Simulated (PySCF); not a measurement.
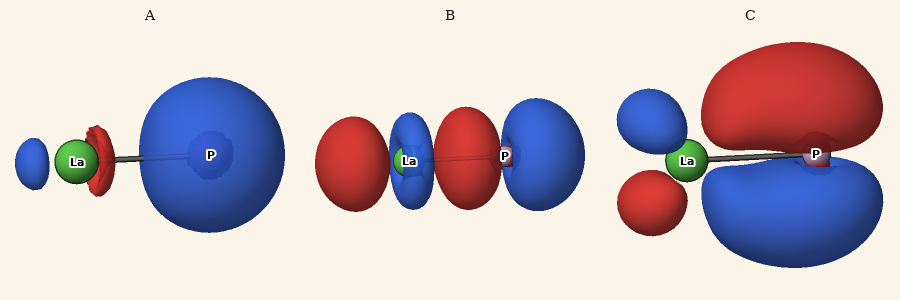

LaP (triplet). Three frontier β-spin orbitals, each drawn at the value that holds 80 % of its norm (blue and red are the two phases), in no order; of a degenerate pair one member is drawn.

Core potentials replace the inner electrons of La.

The calculation used PBE0/def2-TZVPP, non-relativistic Hamiltonian with scalar-relativistic core potentials where named, at a bond length of 2.424 Å (PySCF 2.14.0).

Label each orbital by symmetry, say whether it is occupied, and order them by energy.

Orbital A: σ, occupied in this spin, −13.04 eV; mainly on P (90 %).
Orbital C: π, occupied in this spin, −5.49 eV; bonding, with no node between the atoms.
Orbital B: σ, empty in this spin, −3.12 eV; shared between the atoms (La 40 %, P 60 %).
